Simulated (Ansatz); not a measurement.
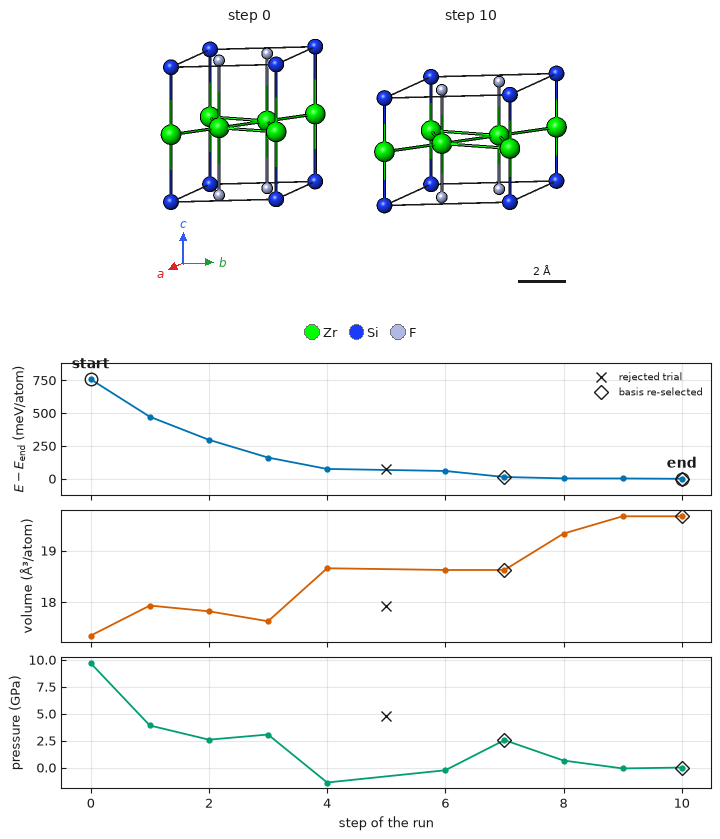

First and last geometry of a relaxation of a crystal of Zr₃SiF₂ (a generated structure, set up in P6/mmm) (coarse preliminary run), with the history of the run. The picture is a ball-and-stick view of the cell of the calculation, seen slightly off an axis.

The calculation used DFT PBE, scalar-relativistic, plane waves, PAW (Ansatz).

Input file:
```yaml
crystal:
  lattice:
    - [4.53473204, 0.0, 0.0]
    - [-2.26736602, 3.92719314, 0.0]
    - [0.0, 0.0, 5.84494915]
  atoms:
    - { symbol: Zr, position: [0.33333333, 0.66666667, 0.5] }
    - { symbol: Zr, position: [0.66666667, 0.33333333, 0.5] }
    - { symbol: Zr, position: [0.0, 0.0, 0.5] }
    - { symbol: Si, position: [0.0, 0.0, 0.0] }
    - { symbol: F, position: [0.33333333, 0.66666667, 0.0] }
    - { symbol: F, position: [0.66666667, 0.33333333, 0.0] }
basis:
  ecutwfc: 420
kpoints:
  mp_grid: { grid: [6, 6, 4] }
hamiltonian:
  xc: pbe
scf:
  occupations: { method: gaussian, width: 0.1 }
  lower_state_search: "off"
output:
  forces: true
  stress: true
  eigenvalues: true
relax:
  adjacent_minimum: "off"
  f_tol: 0.04
  max_steps: 70
  cell: { stress_tol: 0.4 }
```

Launched with:
```bash
ansatz run input.yaml --threads 1 --pin off --max-ram 2560MiB --backend cpu --events-out ev --progress --plain --runs-dir out
```

Question: Read the history and describe the run.

Answer: It converged. The energy falls by 758 meV per atom in 7 accepted moves (10 points after the start). All forces vanish by symmetry, so only the cell relaxes. Pressure: 9.70 GPa at the start and 0.01 GPa at the end. The line search rejected the trial step at point 5 of the run. The SCF was repeated twice at an unchanged geometry on a basis and grid sized afresh for the cell, which shifted the energy by 46.1 meV per atom at most. The atoms keep their places relative to the cell (all moves are under 0.005 Å). The drawn cell changes as follows: a = b 4.535 → 5.410 Å (+19.3 %), c 5.845 → 4.657 Å (−20.3 %); the volume changes by +13.4 %. Among the contacts that change: Zr1–F5 2.922 → 2.329 Å, Zr3–Si4 2.922 → 2.329 Å, Zr1–Zr2 2.618 → 3.123 Å. The space group stays P6/mmm (No. 191).
